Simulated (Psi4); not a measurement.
BH₃Br (charge −1): single-point calculation (part 2 of 2)

The same run, continued: BH₃Br, charge −1, multiplicity 3, SMILES [BH3-]Br; CCSD/def2-TZVP, UHF (Psi4 1.11). The geometry is that of the parent species in another charge or spin state. The geometry comes from this level: GFN2-xTB.

Geometry of the input (Å):
```
B  0.1055  -0.0473  0.1457
Br -1.0442  0.4678  -1.4413
H  1.2341  -0.2172  -0.2603
H  -0.3525  -1.0667  0.6130
H  0.0571  0.8634  0.9429
```

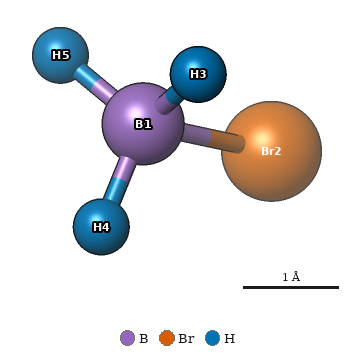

Figure 1. The structure (ball-and-stick view, seen at a tilt; atoms are numbered from 1 in the order of the input).

### What the program printed, continued
```
	IRREP	# MOs	# FZDC	# DOCC	# SOCC	# VIRT	# FZVR
	-----	-----	------	------	------	------	------
	 A	   97	    10	    11	    2	    74	    0
	Transforming integrals...
	IWL integrals will be deleted.
	(OO|OO)...
	Presorting SO-basis two-electron integrals.
	Sorting File: SO Ints (nn|nn) nbuckets = 1
	Constructing frozen core operators
	Starting AA/AB first half-transformation.
	Sorting AA/AB half-transformed integrals.
	Starting BB first half-transformation.
	Sorting BB half-transformed integrals.
	First half integral transformation complete.
	Starting AA second half-transformation.
	Starting AB second half-transformation.
	Starting BB second half-transformation.
	Two-electron integral transformation complete.
	(OO|OV)...
	Starting AA second half-transformation.
	Starting AB second half-transformation.
	Starting BB second half-transformation.
	Two-electron integral transformation complete.
	(OO|VV)...
	Starting AA second half-transformation.
	Starting AB second half-transformation.
	Starting BB second half-transformation.
	Two-electron integral transformation complete.
	(OV|OO)...
	Starting AA/AB first half-transformation.
	Sorting AA/AB half-transformed integrals.
	Starting BB first half-transformation.
	Sorting BB half-transformed integrals.
	First half integral transformation complete.
	Starting AA second half-transformation.
	Starting AB second half-transformation.
	Starting BB second half-transformation.
	Two-electron integral transformation complete.
	(OV|OV)...
	Starting AA second half-transformation.
	Starting AB second half-transformation.
	Starting BB second half-transformation.
	Two-electron integral transformation complete.
	(OV|VV)...
	Starting AA second half-transformation.
	Starting AB second half-transformation.
	Starting BB second half-transformation.
	Two-electron integral transformation complete.
	(VV|OO)...
	Starting AA/AB first half-transformation.
	Sorting AA/AB half-transformed integrals.
	Starting BB first half-transformation.
	Sorting BB half-transformed integrals.
	First half integral transformation complete.
	Starting AA second half-transformation.
	Starting AB second half-transformation.
	Starting BB second half-transformation.
	Two-electron integral transformation complete.
	(VV|OV)...
	Starting AA second half-transformation.
	Starting AB second half-transformation.
	Starting BB second half-transformation.
	Two-electron integral transformation complete.
	(VV|VV)...
	Starting AA second half-transformation.
	Starting AB second half-transformation.
	Starting BB second half-transformation.
	Two-electron integral transformation complete.
	Frozen core energy     =  -2484.72182988476243

	Size of irrep 0 of <AB|CD> integrals:      7.295 (MW) /     58.363 (MB)
	Total:                                     7.295 (MW) /     58.363 (MB)

	Size of irrep 0 of <ab|cd> integrals:      8.123 (MW) /     64.980 (MB)
	Total:                                     8.123 (MW) /     64.980 (MB)

	Size of irrep 0 of <Ab|Cd> integrals:     31.629 (MW) /    253.035 (MB)
	Total:                                    31.629 (MW) /    253.035 (MB)

	Size of irrep 0 of <IA|BC> integrals:      5.268 (MW) /     42.143 (MB)
	Total:                                     5.268 (MW) /     42.143 (MB)

	Size of irrep 0 of <ia|bc> integrals:      4.829 (MW) /     38.630 (MB)
	Total:                                     4.829 (MW) /     38.630 (MB)

	Size of irrep 0 of <Ia|Bc> integrals:      5.557 (MW) /     44.452 (MB)
	Total:                                     5.557 (MW) /     44.452 (MB)

	Size of irrep 0 of <iA|bC> integrals:      4.578 (MW) /     36.623 (MB)
	Total:                                     4.578 (MW) /     36.623 (MB)

	Size of irrep 0 of tIjAb amplitudes:       0.804 (MW) /      6.434 (MB)
	Total:                                     0.804 (MW) /      6.434 (MB)

	Nuclear Rep. energy          =     73.96930109107463
	SCF energy                   =  -2598.64252566508776
	One-electron energy          =   -339.99056326615141
	Two-electron (AA) energy     =     38.15876147919985
	Two-electron (BB) energy     =     31.03004306658318
	Two-electron (AB) energy     =     82.91176184898112
	Two-electron energy          =    152.10056639476414
	Reference energy             =  -2598.64252566507503

	total time  =         10 seconds =       0.17 minutes
            **************************
            *                        *
            *        CCENERGY        *
            *                        *
            **************************

    Nuclear Rep. energy (wfn)     =   73.969301091074627
    SCF energy          (wfn)     = -2598.642525665087760
    Reference energy    (file100) = -2598.642525665075027

    Input parameters:
    -----------------
    Wave function   =     CCSD
    Reference wfn   =     UHF
    Brueckner       =     No
    Memory (Mbytes) =     1600.0
    Maxiter         =    200
    R_Convergence   =     1.0e-07
    E_Convergence   =     1.0e-09
    Restart         =     Yes
    DIIS            =     Yes
    AO Basis        =     NONE
    ABCD            =     NEW
    Cache Level     =     2
    Cache Type      =     LRU
    Print Level     =     1
    Num. of threads =     1
    # Amps to Print =     10
    Print MP2 Amps? =     No
    Analyze T2 Amps =     No
    Print Pair Ener =     No
    Local CC        =     No
    SCS-MP2         =     False
    SCSN-MP2        =     False
    SCS-CCSD        =     False

MP2 correlation energy -0.4132799402462348
                Solving CC Amplitude Equations
                ------------------------------
  Iter             Energy              RMS        T1Diag      D1Diag    New D1Diag    D2Diag
  ----     ---------------------    ---------   ----------  ----------  ----------   --------
     0        -0.413279940246235    0.000e+00    0.000000    0.000000    0.000000    0.000000
     1        -0.426315550068217    1.086e-01    0.019319    0.000000    0.000000    0.000000
     2        -0.440708164249126    4.045e-02    0.026087    0.000000    0.000000    0.000000
     3        -0.443434790730139    3.911e-02    0.034131    0.000000    0.000000    0.000000
     4        -0.443362324088415    2.723e-02    0.049318    0.000000    0.000000    0.000000
     5        -0.443957537267022    1.535e-02    0.057690    0.000000    0.000000    0.000000
     6        -0.444460791744839    7.962e-03    0.062400    0.000000    0.000000    0.000000
     7        -0.444604209952655    4.915e-03    0.064033    0.000000    0.000000    0.000000
     8        -0.444725749291550    3.858e-03    0.065291    0.000000    0.000000    0.000000
     9        -0.444661663138365    3.463e-03    0.065763    0.000000    0.000000    0.000000
    10        -0.444615402174218    3.144e-03    0.068110    0.000000    0.000000    0.000000
    11        -0.444618333647467    1.831e-03    0.070981    0.000000    0.000000    0.000000
    12        -0.444583882222028    6.261e-04    0.071029    0.000000    0.000000    0.000000
    13        -0.444583484235766    2.565e-04    0.071292    0.000000    0.000000    0.000000
    14        -0.444566428391211    1.187e-04    0.071328    0.000000    0.000000    0.000000
    15        -0.444570824079579    4.743e-05    0.071358    0.000000    0.000000    0.000000
    16        -0.444571922772625    2.103e-05    0.071358    0.000000    0.000000    0.000000
    17        -0.444571907390331    8.143e-06    0.071358    0.000000    0.000000    0.000000
    18        -0.444571866222641    4.287e-06    0.071358    0.000000    0.000000    0.000000
    19        -0.444571806076886    2.122e-06    0.071358    0.000000    0.000000    0.000000
    20        -0.444571888512759    1.554e-06    0.071358    0.000000    0.000000    0.000000
    21        -0.444571876555302    1.243e-06    0.071358    0.000000    0.000000    0.000000
    22        -0.444571861833780    1.159e-06    0.071359    0.000000    0.000000    0.000000
    23        -0.444571860100280    1.128e-06    0.071359    0.000000    0.000000    0.000000
    24        -0.444571862313207    1.109e-06    0.071359    0.000000    0.000000    0.000000
    25        -0.444571873643645    1.095e-06    0.071359    0.000000    0.000000    0.000000
    26        -0.444571876532660    1.078e-06    0.071359    0.000000    0.000000    0.000000
    27        -0.444571856480671    1.039e-06    0.071359    0.000000    0.000000    0.000000
    28        -0.444571850829862    9.707e-07    0.071359    0.000000    0.000000    0.000000
    29        -0.444571843151577    8.875e-07    0.071358    0.000000    0.000000    0.000000
    30        -0.444571873675929    7.290e-07    0.071358    0.000000    0.000000    0.000000
    31        -0.444571874368800    5.281e-07    0.071358    0.000000    0.000000    0.000000
    32        -0.444571873198810    4.144e-07    0.071358    0.000000    0.000000    0.000000
    33        -0.444571872583251    2.996e-07    0.071359    0.000000    0.000000    0.000000
    34        -0.444571863423047    1.304e-07    0.071359    0.000000    0.000000    0.000000
    35        -0.444571865303001    5.145e-08    0.071359    0.000000    0.000000    0.000000
    36        -0.444571864462171    2.761e-08    0.071359    0.000000    0.000000    0.000000
    37        -0.444571864370674    1.180e-08    0.071359    0.000000    0.000000    0.000000

    Iterations converged.

    Largest TIA Amplitudes:
             12   0        -0.2396612234
             12   6        -0.0438483181
             12  16        -0.0306254269
              9   6         0.0165466933
              9   3        -0.0158287540
             12   9         0.0131309256
             12  11        -0.0128989631
              7   7         0.0112267032
              7   1        -0.0111274975
              9   0         0.0110072549

    Largest Tia Amplitudes:
              9   0        -0.2352205156
              9  10        -0.0283681198
              8   8         0.0205150118
              8   2        -0.0182269424
              8  11        -0.0143010854
              5  12        -0.0122210100
              8  18         0.0118589648
              8   3        -0.0104976962
              5  14        -0.0104338179
              7   3        -0.0093049853

    Largest TIJAB Amplitudes:
     12   9   6   3        -0.0204838357
     12   9   9   3         0.0178625267
     12  11   5   3         0.0173492911
     12  10   4   3         0.0168384923
      8   7  11  10        -0.0168172307
      8   7  12  11         0.0147274648
     12   9   3   0        -0.0139735384
     11  10  15  14         0.0134359748
     12   9   6   0         0.0123372859
     12  11  19  18         0.0106688120

    Largest Tijab Amplitudes:
      9   8   8   0         0.0383357585
      9   8  11   0        -0.0246577452
      9   8   2   0        -0.0237997116
     10   9  14   0         0.0173113687
     10   9  12   0        -0.0171897966
      9   7   9   0         0.0142100711
      9   6   1   0         0.0132965401
      9   8  18   0         0.0126982494
     10   9  17  16        -0.0117521711
     10   8  14   8         0.0113149803

    Largest TIjAb Amplitudes:
     12   9   0   0        -0.0569701806
     12   9   3   0         0.0438596198
      9   9   6   0        -0.0304676259
     10   9   1   0        -0.0294650133
     10   9  12   0        -0.0259165653
      9   8   6   8        -0.0251376835
     11   9  13   0        -0.0244207585
      7   9   7   0        -0.0244027982
      7   5  11   0        -0.0240631592
      8   7  11  12         0.0235814596

    SCF energy       (wfn)                    = -2598.642525665087760
    Reference energy (file100)                = -2598.642525665075027

    Opposite-spin MP2 correlation energy      =   -0.299927742825787
    Same-spin MP2 correlation energy          =   -0.113352197420448
    Singles MP2 correlation energy            =   -0.000000000000000
    MP2 correlation energy                    =   -0.413279940246235
      * MP2 total energy                      = -2599.055805605321439

    Opposite-spin CCSD correlation energy     =   -0.334286276943231
    Same-spin CCSD correlation energy         =   -0.110285587427444
    Singles CCSD correlation energy           =    0.000000000000001
    CCSD correlation energy                   =   -0.444571864370674
      * CCSD total energy                     = -2599.087097529445600

    Psi4 run time: 0:01:51.19
```

### Results in brief

| quantity | value |
| --- | --- |
| outcome | converged |
| total energy | −2599.087098 hartree |
| SCF energy | −2598.642526 hartree |
| MP2 energy | −2599.055806 hartree |
| CCSD energy | −2599.087098 hartree |
| correlation energy | −0.444572 hartree |
| basis functions | 97 |
| T1 diagnostic | 0.071 |
| ⟨S²⟩ | 2.017 |
| wall time | 1.9 min |
| peak memory | 0.74 GiB |

The record of the run, not the program, notes: large T1; unbound anion.
